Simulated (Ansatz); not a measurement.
The starting structures come from a database of crystals and need not be the phases stable at ambient conditions.

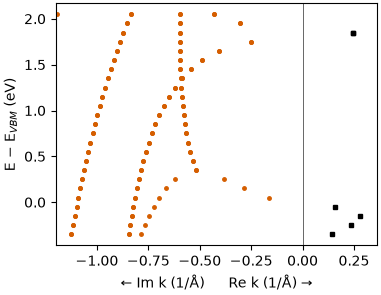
Figure. Complex bands at the centre of the two-dimensional zone; r2SCAN (Ansatz, a program for electronic structure)

The gap is the functional's own. No spin-orbit coupling. Mid-gap values are interpolated on the energy grid.

### Question
This is LiNbO2 (P6_3/mmc, not sure to be the ambient phase, 8 atoms a cell, 9.7 Å³ an atom, -5 GPa at this level) along the normal of (001). Read off the slowest decay at the centre of the two-dimensional zone at 0.85 eV, the computed energy nearest the middle of the gap.

### Answer
κ ≈ 0.57 1/Å, a decay length 1/(2κ) of the density of 0.88 Å.
